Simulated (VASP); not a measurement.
Shape and ions are relaxed at each volume.

Energy against volume of Re (hcp). Calculation: PBE GGA with D4 dispersion, VASP's PBE PAW potentials (set 64) (plane waves; VASP 6.6.1).

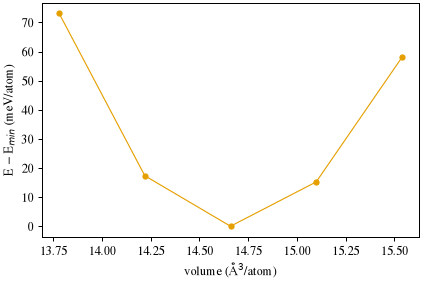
Energy against volume

**Question.** Estimate the equilibrium volume and the bulk modulus.

**Answer.** The minimum lies near 14.7 Å³/atom, and the curvature gives B0 of about 390 GPa.

Measured: bulk modulus 369 GPa at 0 K (computed value off by +6.8 %), as given by Vázquez-Parga, Fernández-Martínez, Viñes, J. Chem. Theory Comput. (2023), doi:10.1021/acs.jctc.3c00612, Supporting … [zero-point energy and finite temperature contributions removed].

The compound is Re in the hcp structure. It was relaxed first.
